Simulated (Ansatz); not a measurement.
## Redistribution: C4H9F + C2H2F4 → C3H6F2 + C3H5F3

Species: C4H9F `CC(C)CF`, singlet; C2H2F4 (1,1,2,2-tetrafluoroethane) `FC(F)C(F)F`, singlet; C3H6F2 `CC(F)CF`, singlet; C3H5F3 `CC(F)C(F)F`, singlet. The partners trade CH3 for F; both sit on C, so the bond types are kept.

Shapes, held fixed at every level: PBE0-D4/def2-TZVP. Flexible molecules stand in one conformer, not always the lowest. Programs: Ansatz 0.2.0. The zero-point and thermal change to 298 K, harmonic and unscaled (PBE0-D4/def2-TZVP), is -0.6 kJ/mol.

```csv
level,kind,ΔH(298 K) (kJ/mol),less CCSD(T)/CBS estimate
HF/def2-TZVPP,Hartree–Fock,-8.8,-2.4
SPW92/def2-TZVPP,LDA,-4.3,+2.1
B3LYP-D4/def2-TZVPP,global hybrid,-8.3,-1.9
PBE0-D4/def2-TZVPP,global hybrid,-4.4,+2.0
MP2/def2-SVP,perturbation theory,+8.0,+14.4
MP2/def2-TZVPP,perturbation theory,+0.1,+6.5
CCSD(T)/CBS estimate,coupled cluster or CI,-6.4,0.0
```

The highest level, CCSD(T)/CBS estimate, gives ΔH(298 K) = -6.4 kJ/mol; the levels span -8.8 to +8.0. They disagree on the sign: 2 of 7 are positive. The column of differences is taken from that level and isn't an error. No measured value is set beside it here. The CBS estimate extrapolates MP2 from def2-TZVPP and def2-QZVPP and adds CCSD(T) − MP2 in the triple-zeta set, cores frozen.

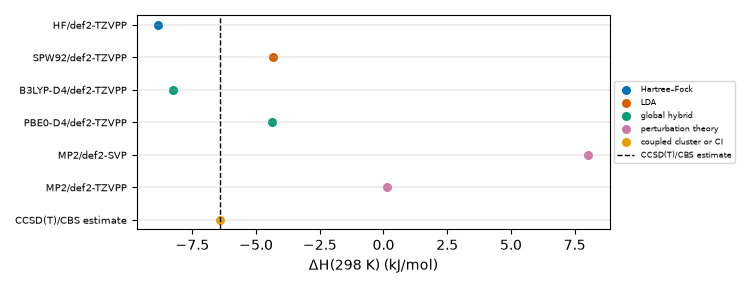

The values of the table, level by level.
